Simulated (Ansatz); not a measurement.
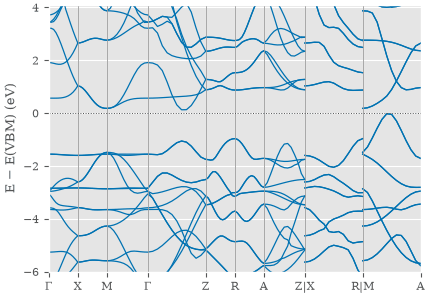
Figure. Band structure from DFT-r²SCAN in the program Ansatz with PAW potentials

Problem. Read off the gap and where the band edges lie.

Solution. About 0.1 eV (0.11 eV by a search for the band edges); maximum on the M–A line, 45 % of the way from M, minimum on the Γ–Z line, 62 % of the way from Γ.

The material is Si$_{2}$Ru in space group P4_2/mnm (No. 136; Ru on 2a, Si on 4f).

The start of the workflow was typed in or built on a structure type; neither database checked (COD, Materials Project) lists it. Whether it is the stable phase at ambient conditions was not checked. Symmetry was held in the r²SCAN relaxation; its stability against distortions is not shown here. No spin polarisation was allowed. The volume moved by 20 % from the start of the relaxation. Scalar-relativistic: spin–orbit coupling is off unless named, which matters more the heavier the elements.

Potentials: the earlier of the program's two PAW sets.
